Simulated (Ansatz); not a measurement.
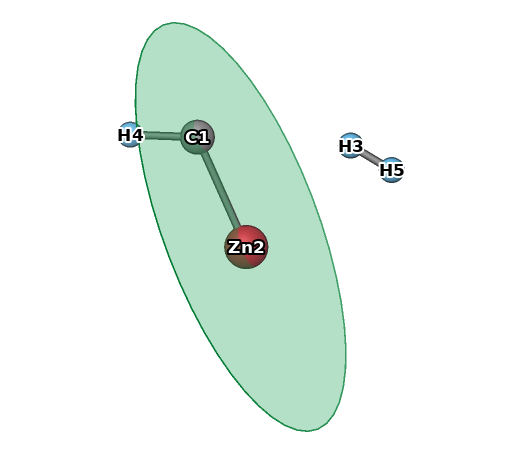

A disc through the centre of mass is drawn in. Atoms fade into the background with distance from the viewer. Charge 0, doublet. The computed structure is the end point of a PBE-D4/def2-SVP optimisation. No frequency run is at hand to confirm it as a minimum.

> Is the plane of the disc a mirror plane of the structure?

No. The point group is Cs, with 1 mirror plane, and this plane isn't one of its mirror planes.
